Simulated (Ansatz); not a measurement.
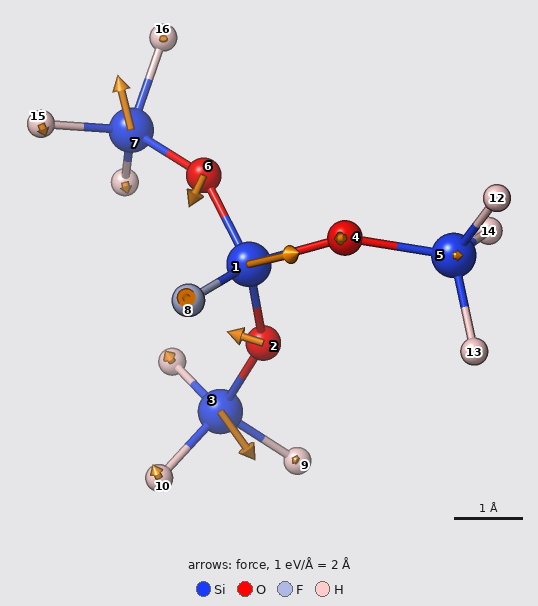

Starting geometry of Si4H9O3F with the computed forces as orange arrows. A ball-and-stick model, seen at a tilt.

It is one of the separated reactants of a reaction.

These are results of Ansatz, RKS PBE0-D4/def2-TZVP, not measurements. Set-up: force threshold 0.005 eV/Å; at most 200 steps.

> What follows when this structure is relaxed?

It isn't relaxed: the largest force vector, on a Si atom, is 0.65 eV/Å. The final displacements have little in common with the starting forces (cosine between the two patterns 0.03). The energy falls by 2.90 kJ/mol in 48 accepted moves (54 points after the start). The largest force component goes from 0.55 to 0.0046 eV/Å. The line search rejected the trial steps at points 11, 28, 30, 37, 47, 49 of the run. The forces were under the threshold at step 10, but the run went on from there. The atom that moves furthest after the best rigid fit is an H atom (1.07 Å). By element the largest moves are H 1.07 Å, F 0.26 Å, O 0.25 Å, Si 0.20 Å. Some distances before and after: O–Si 1.608 → 1.601 Å. Bond angles that change, for instance: Si–O–Si 144.9° → 148.3°, Si–O–Si 148.8° → 151.3°. Groups turn about O–Si by about 30°, O–Si by about 25°.
